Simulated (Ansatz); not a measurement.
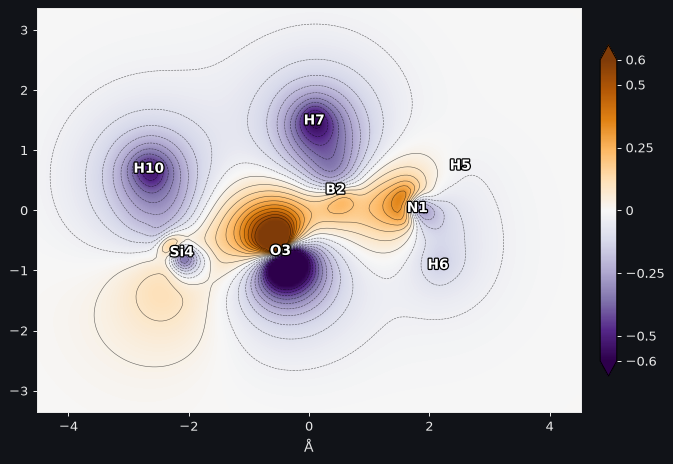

Figure. BH₆NOSi. The HOMO−1 on the plane of atoms B2, O3 and Si4 (values in Å⁻³ᐟ²; the overall sign is arbitrary).

Geometry: PBE0-D4/def2-TZVP.

Theory: Ansatz, RKS PBE0-D4/def2-TZVPP.

The calculation's input:

```
crystal:
  periodic: [false, false, false]
  atoms:
    - {symbol: N, position_ang: [-1.386144, 1.603828, -0.346526]}
    - {symbol: B, position_ang: [-0.205027, 0.862614, -0.300643]}
    - {symbol: O, position_ang: [-0.228749, -0.407736, 0.212655]}
    - {symbol: Si, position_ang: [0.936265, -1.545140, 0.418542]}
    - {symbol: H, position_ang: [-1.425027, 2.537325, -0.711958]}
    - {symbol: H, position_ang: [-2.265752, 1.244429, -0.015855]}
    - {symbol: H, position_ang: [0.817399, 1.344154, -0.710596]}
    - {symbol: H, position_ang: [1.027099, -1.884184, 1.860988]}
    - {symbol: H, position_ang: [0.560378, -2.761924, -0.344408]}
    - {symbol: H, position_ang: [2.252558, -1.044566, -0.059301]}
basis:
  gaussian: {orbitals: def2-TZVPP}
hamiltonian: {xc: pbe0, dispersion: d4}
output: {orbitals: {seedname: orbitals}}
```

Run with:

```sh
ansatz run in.yaml --threads 2 --pin off --events-out ev --progress --plain --max-ram 22528MiB --backend cpu
```

Describe this orbital and give its energy.

It lies mainly on O3 (about 40 %), H7 (about 15 %), Si4 (about 15 %), H10 (about 15 %) and B2 (about 15 %). Its energy is −8.72 eV.
